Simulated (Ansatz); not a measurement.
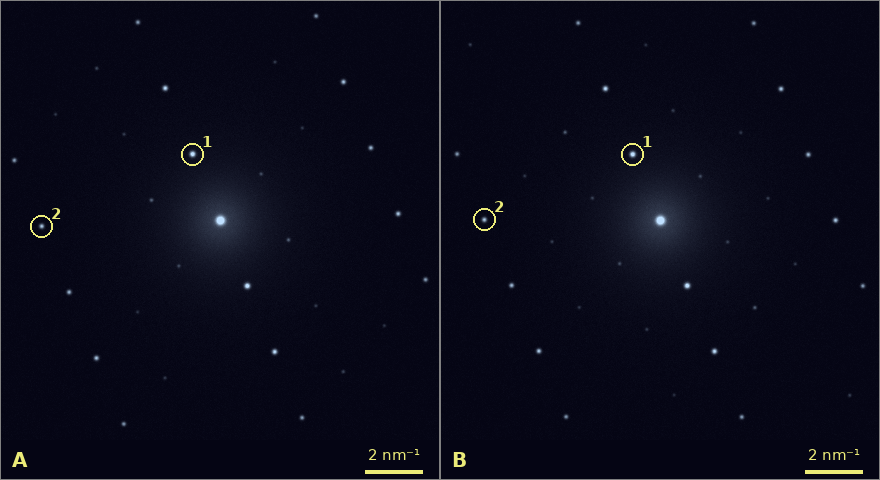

Kinematic electron diffraction patterns (300 kV, B = 0.5 Å², same scale) along [011] of the run's own cell, for the start and the end of one relaxation of Cs3C2 with DFT r2SCAN, scalar-relativistic, plane waves, PAW (Ansatz). k mesh 12×12×6. The start is a generated model structure, and the relaxation ends in the nearest stationary point of its symmetry, not necessarily the ground state. Spot 1 is 0 -1 1 and spot 2 is 3 -2 2 in both.

Start structure:

```
CELL_PARAMETERS angstrom
5.29520 0.00000 0.00000
-2.64760 4.58577 0.00000
0.00000 0.00000 7.91864
ATOMIC_POSITIONS crystal
Cs 0.00000 0.00000 0.00000
Cs 0.33333 0.66667 0.66105
Cs 0.66667 0.33333 0.33895
C 0.33333 0.66667 0.22068
C 0.66667 0.33333 0.77932
```

### Which pattern belongs to the start structure, and which to the relaxed one?

A is the start: its cell gives d(1) = 3.968 Å, d(2) = 1.588 Å and an angle of 69.5°. B is the relaxed structure, with d(1) = 3.982 Å (+0.3 %), d(2) = 1.612 Å (+1.6 %) and 67.4°.

### What did the relaxation do to the structure and the energy?

The volume changed by -1.1 % to 38.03 Å³ an atom; with the mean shift removed, the atoms moved by up to 0.13 Å relative to the cell (Cs most); the space group stayed P-3m1 (No. 164); the free energy fell by 3.5 meV an atom. Relaxed cell: a = 5.497 Å, b = 5.497 Å, c = 7.267 Å, α = 90.00°, β = 90.00°, γ = 120.00°.
